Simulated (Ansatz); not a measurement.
# AlPt: relaxation and properties, part 2 of 2

Aim: for AlPt, find the equilibrium cell and compute bands, density of states and charges.

Ansatz 0.2.0; DFT LDA, scalar-relativistic, plane waves, PAW. The steps go on from the part before.

## (4) Electronic structure at the relaxed geometry

The input, input.yaml:

```yaml
crystal:
  lattice:
    - [4.8342981252, 0.0, 0.0]
    - [0.0, 4.8342981252, 0.0]
    - [0.0, 0.0, 4.8342981252]
  atoms:
    - { symbol: Al, position: [0.8440479928, 0.8440479928, 0.8440479928] }
    - { symbol: Al, position: [0.6559520072, 0.1559520072, 0.3440479928] }
    - { symbol: Al, position: [0.3440479928, 0.6559520072, 0.1559520072] }
    - { symbol: Al, position: [0.1559520072, 0.3440479928, 0.6559520072] }
    - { symbol: Pt, position: [0.154256621, 0.154256621, 0.154256621] }
    - { symbol: Pt, position: [0.345743379, 0.845743379, 0.654256621] }
    - { symbol: Pt, position: [0.654256621, 0.345743379, 0.845743379] }
    - { symbol: Pt, position: [0.845743379, 0.654256621, 0.345743379] }
basis:
  ecutwfc: 420
kpoints:
  mp_grid: { grid: [8, 8, 8] }
  band_path:
    path:
      - [[0.0, 0.0, 0.0], [0.0, 0.5, 0.0], [0.5, 0.5, 0.0], [0.0, 0.0, 0.0], [0.5, 0.5, 0.5], [0.0, 0.5, 0.0]]
      - [[0.5, 0.5, 0.5], [0.5, 0.5, 0.0], [0.5, 0.0, 0.0]]
    npoints: 14
hamiltonian:
  xc: lda
scf:
  occupations: { method: gaussian, width: 0.1 }
  n_extra_bands: 20
output:
  forces: true
  stress: true
  eigenvalues: true
  populations: true
  dos: { projected: true, de: 0.02, nscf_kmesh: { grid: [12, 12, 12] } }
  bader: true
  write_density: true
  write_potential: true
  elf: true
  volumetric_format: npy
```

Command:

```bash
> ansatz run input.yaml --threads 2 --pin off --max-ram 5120MiB --backend cpu --events-out ev --progress --plain --runs-dir out
```

What it wrote, cut to the lines that bear on the results:

```text
Warning: RAYON_NUM_THREADS=2 ignored (pool sized by the plan → 2); use --threads N
scf.n_extra_bands = 20 over 42 filled bands (N_el = 84.0): the run solves 62 bands
[...]
Pseudopotentials: kind: paw
Pseudopotential: Al, paw, valence charge 3, recommended cutoff 420 eV (normal), Al.paw.azcp
Pseudopotential: Pt, paw, valence charge 18, recommended cutoff 420 eV (normal), Pt.paw.azcp
Functional definition: SPW92
[...]
Crystal: 8 atoms, lattice volume = 112.980 Å³
Basis set: ecut = 420 eV, 2205 PW (Γ)
Bands: 62, of which v1, the nominal top of the filled ones, is band 42 counted from 1 (41 counted from 0)
Symmetry: 12 space group operations
Space group: P213 (ITA 198), of the structure as read, at distance tolerance 4.8e-5 Å
k-points: 45 of 512 (time reversal used)
[...]
  atom   8  Pt    -0.00306644     0.00306644    -0.00306644
[...]
--- Stress (GPa, compression-positive) ---
       -0.048717      -0.000000       0.000000
       -0.000000      -0.048717      -0.000000
        0.000000       0.000000      -0.048717
  P = ⅓ Tr σ = -0.0487 GPa (-0.487 kbar)
--- Band table (eV; the first three rows and the last of 45) ---
[...]
--- Löwdin populations: 8 sites ---
  site symbol       q [e]
     0     Al      3.1727
     1     Al      3.1727
     2     Al      3.1727
     3     Al      3.1727
     4     Pt     17.6819
     5     Pt     17.6819
     6     Pt     17.6819
     7     Pt     17.6819
  spilling = 0.006925 (of n_electrons = 84.000000)
--- Bader charges: 8 sites ---
  site symbol  charge [e]  shift [e]
     0     Al      2.0286     0.0005
     1     Al      2.0286     0.0005
     2     Al      2.0286     0.0005
     3     Al      2.0286     0.0005
     4     Pt     -2.0286     0.0005
     5     Pt     -2.0286     0.0005
     6     Pt     -2.0286     0.0005
     7     Pt     -2.0286     0.0005
  estimated error of the sums over rays = 6.0e-4 e
```

Run time: 4.8 min. Hardware: 2 threads of Intel Xeon at 2.50GHz (Skylake/Cascade Lake), shared host; peak memory 0.76 GiB.

By site:

```
atom  Löwdin electrons  Bader charge (e)  Bader volume (Å³)
 Al1              3.17             +2.03                5.3
 Al2              3.17             +2.03                5.3
 Al3              3.17             +2.03                5.3
 Al4              3.17             +2.03                5.3
 Pt5             17.68             -2.03               22.9
 Pt6             17.68             -2.03               22.9
 Pt7             17.68             -2.03               22.9
 Pt8             17.68             -2.03               22.9
```

The Löwdin counts miss 0.58 of the 84 electrons, which the atomic orbitals do not span, so they are no charges.

bands.tsv at the labelled points (eV, zero at the Fermi level; the bands nearest the Fermi level):

| point | band 39 | band 40 | band 41 | band 42 | band 43 | band 44 | band 45 | band 46 |
| --- | --- | --- | --- | --- | --- | --- | --- | --- |
| Γ | -1.78 | -1.78 | -0.19 | -0.19 | -0.19 | 4.29 | 4.29 | 4.29 |
| X | -1.53 | -1.53 | -0.70 | -0.70 | 1.28 | 1.28 | 2.81 | 2.81 |
| M | -2.25 | -2.25 | 0.36 | 0.36 | 1.35 | 1.35 | 2.86 | 2.86 |
| Γ | -1.78 | -1.78 | -0.19 | -0.19 | -0.19 | 4.29 | 4.29 | 4.29 |
| R | -2.56 | -2.56 | -0.81 | -0.81 | -0.81 | -0.81 | 6.57 | 6.57 |
| X | -1.53 | -1.53 | -0.70 | -0.70 | 1.28 | 1.28 | 2.81 | 2.81 |
| R | -2.56 | -2.56 | -0.81 | -0.81 | -0.81 | -0.81 | 6.57 | 6.57 |
| M | -2.25 | -2.25 | 0.36 | 0.36 | 1.35 | 1.35 | 2.86 | 2.86 |
| X1 | -1.53 | -1.53 | -0.70 | -0.70 | 1.28 | 1.28 | 2.81 | 2.81 |

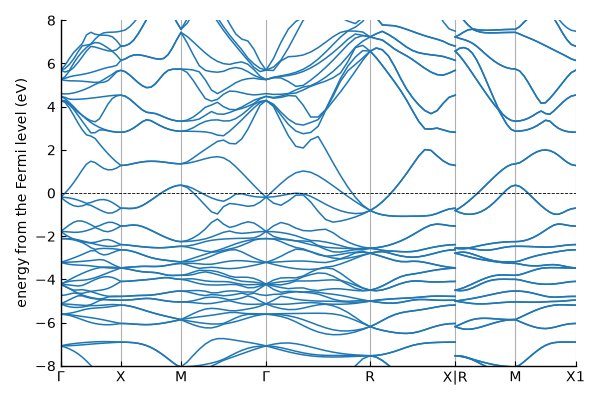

Bands along the path. Deeper bands lie below the window drawn.

Counts of states by energy window (eV from the Fermi level), total and by projection:

| from | to | total | Al 3s | Al 3p | Pt 6s | Pt 5d |
| --- | --- | --- | --- | --- | --- | --- |
| -8 | -7 | 3.29 | 0.85 | 0.85 | 0.31 | 1.23 |
| -7 | -6 | 4.47 | 0.55 | 0.88 | 0.34 | 2.65 |
| -6 | -5 | 7.07 | 0.21 | 1.05 | 0.29 | 5.46 |
| -5 | -4 | 9.26 | 0.16 | 0.99 | 0.12 | 7.87 |
| -4 | -3 | 9.24 | 0.17 | 0.99 | 0.13 | 7.83 |
| -3 | -2 | 8.54 | 0.21 | 0.87 | 0.15 | 7.18 |
| -2 | -1 | 3.45 | 0.14 | 0.70 | 0.15 | 2.37 |
| -1 | 0 | 3.27 | 0.26 | 1.24 | 0.20 | 1.41 |
| 0 | 1 | 0.75 | 0.08 | 0.28 | 0.03 | 0.34 |
| 1 | 2 | 2.21 | 0.23 | 0.93 | 0.22 | 0.70 |
| 2 | 3 | 1.91 | 0.30 | 0.56 | 0.51 | 0.41 |
| 3 | 4 | 4.18 | 1.04 | 1.29 | 0.84 | 0.66 |
| 4 | 5 | 3.63 | 0.86 | 1.36 | 0.51 | 0.39 |
| 5 | 6 | 3.91 | 0.71 | 1.68 | 0.38 | 0.32 |

A further 35 or so states lie below the table's range.

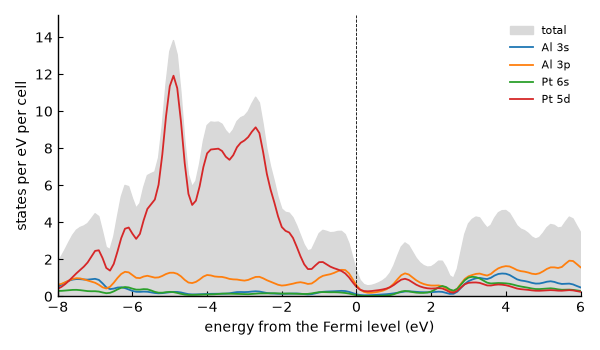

Total and projected density of states, smoothed over about 0.40 eV.

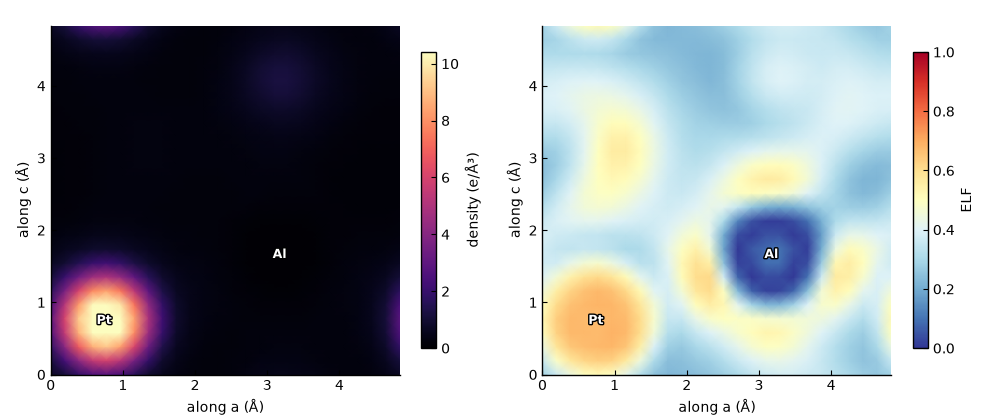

Density (left) and ELF (right) in a lattice plane of the grid's cell (edges 4.83 and 4.83 Å, at 0.154 of the third edge), which holds Al and Pt. Only atoms in the plane are labelled; the density scale stops at 10.41 e/Å³. Both are smooth fields of the valence electrons: close to the nuclei they are not physical.

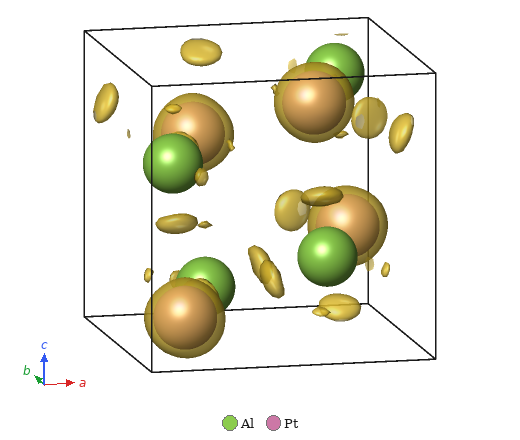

Surface of ELF = 0.57, drawn in one cell.

The highest ELF values outside the cores: 0.63 on the Al–Pt line, 1.0 Å from Al.

## (5) What came out

What follows sums up all 2 parts. Changes of volume or cell count from the first structure of part 1.

```
                                                               quantity                                                                      value
                                                           relaxed cell  a = 4.834 Å, b = 4.834 Å, c = 4.834 Å, α = 90.00°, β = 90.00°, γ = 90.00°
                                                   space group (0.01 Å)                                                            P2_13 (No. 198)
                                                                 volume                                                              14.12 Å³/atom
formation energy (elements from runs with the same settings, not shown)                                                              -1.07 eV/atom
                                                                    gap                                                               none (metal)
                                              states at the Fermi level                                                       0.81 per eV per cell
                                                          Bader charges                                                       Al +2.03, Pt -2.03 e
```

In words: The cell shrank by 2.7 % in volume on relaxing. It comes out metallic. Of the projected weight within 0.25 eV of the Fermi level, the largest part is Al 3p (46 %) and Pt 5d (39 %). Bader charges reach 2.0 e, so charge transfer in this metal is strong. Spin-orbit coupling is left out, which matters for the bands of Pt.
